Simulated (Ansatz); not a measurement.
# Br3GeH (SMILES [Br][GeH]([Br])[Br]): what the fields show

```xyz
5

Br   -0.8911    0.3083    2.0587
Ge   -0.0634    0.1060   -0.0952
Br    2.2317    0.1931   -0.0061
Br   -0.6511   -1.9289   -0.9811
H    -0.5762    1.2478   -1.0177
```

Computed with SCF B3LYP, Gaussian basis (Ansatz).

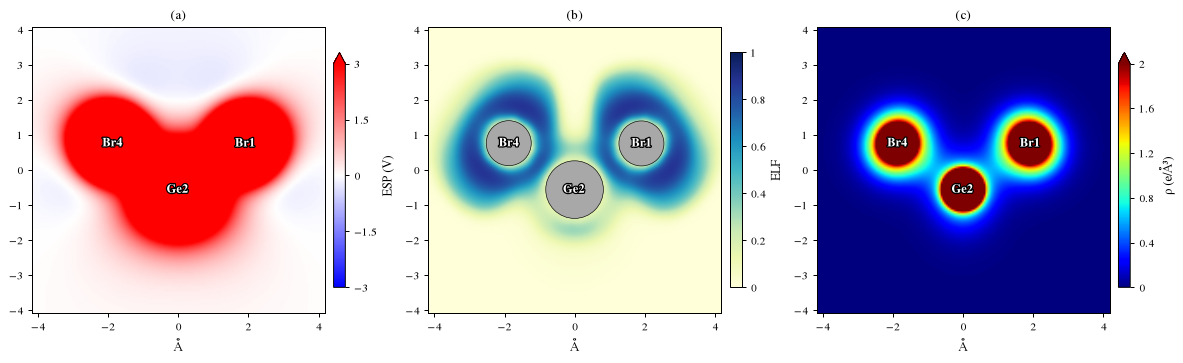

Figure 1. (a) electrostatic potential; (b) electron localisation function; (c) electron density on the plane of atoms Br1, Ge2 and Br4. Grey discs cover the atomic cores in the ELF map.

### Describe what can be read from this map.

The section cuts through Br and Ge sites. Ge–Br (2.30 Å): the density is about 0.67 e/Å³ at the midpoint; the ELF peaks at about 0.75 in the valence shell of Br, 1.0 Å from its nucleus, and is about 0.70 at the midpoint. The ELF also peaks beside Br1 and Br4, away from the bonds: lone-pair regions. The potential has no marked negative region in this plane.

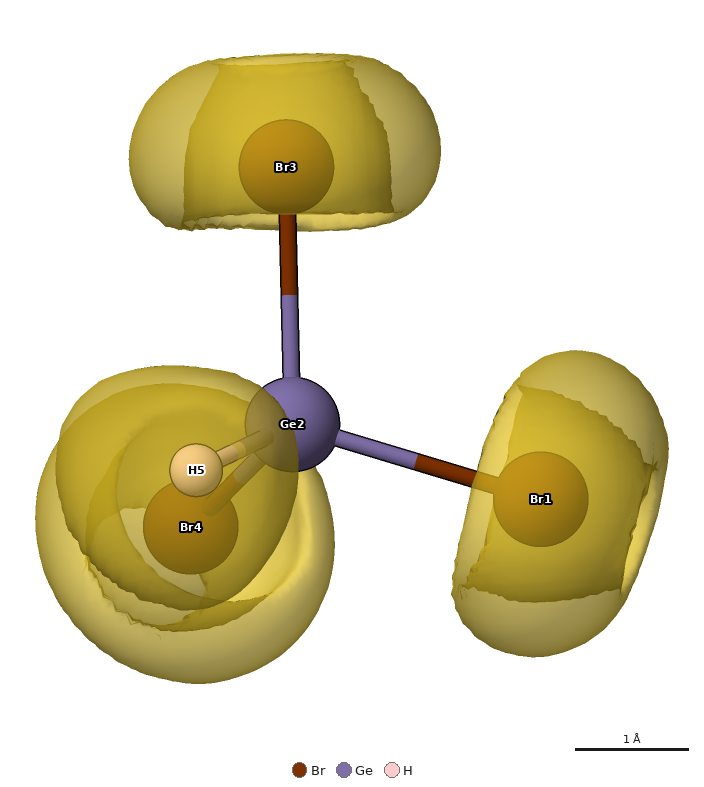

Figure 2. Isosurface of the ELF at 0.8 (yellow), seen at a tilt. Core shells and regions of very low density are left out.

### What do the ELF domains correspond to?

The surface consists of one region around a hydrogen nucleus and three rings or bowls of non-bonding electrons around Br. Along the contacts the grid gives the following. Ge–H (1.55 Å): the ELF climbs to about 1 towards the hydrogen.

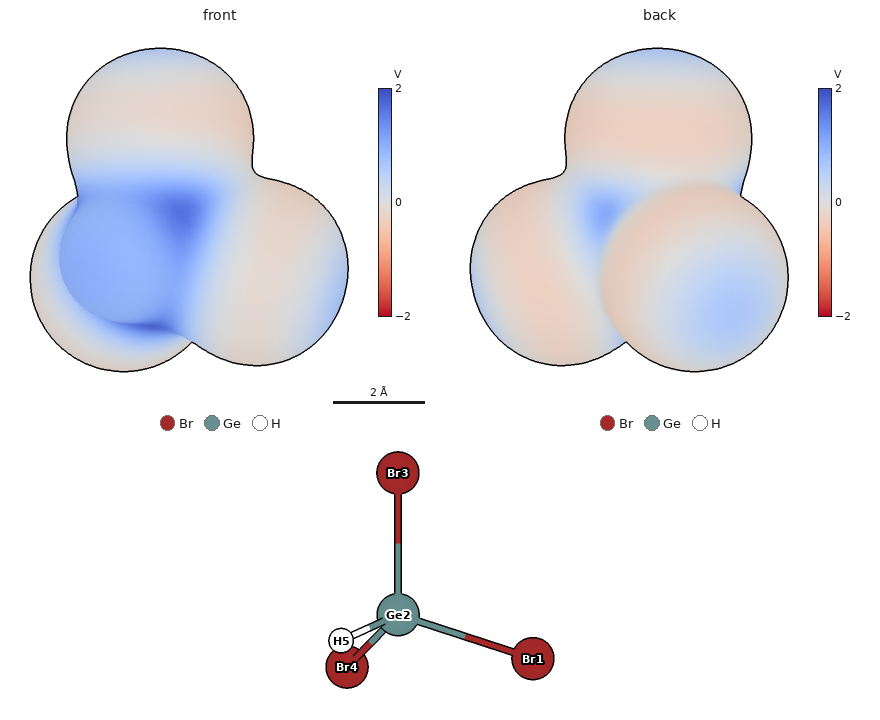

Figure 3. The molecular electrostatic potential painted on the density surface at 0.002 e/bohr³, seen from the front and from behind; red is negative and blue positive. The bare structure is drawn below in the same view.

### Which sites attract a positive test charge, and which a negative one?

A positive charge is drawn to the negative regions and a negative charge to the positive ones. The most negative region (about −0.3 V) lies over Br1, Br3 and Br4, the most positive (about +1.6 V) over Ge2. Br1 shows a σ-hole: about +0.6 V at the tip opposite its bond, against about −0.2 V on its flanks. Br3 shows a σ-hole: about +0.6 V at the tip opposite its bond, against about −0.2 V on its flanks. Br4 shows a σ-hole: about +0.6 V at the tip opposite its bond, against about −0.2 V on its flanks.
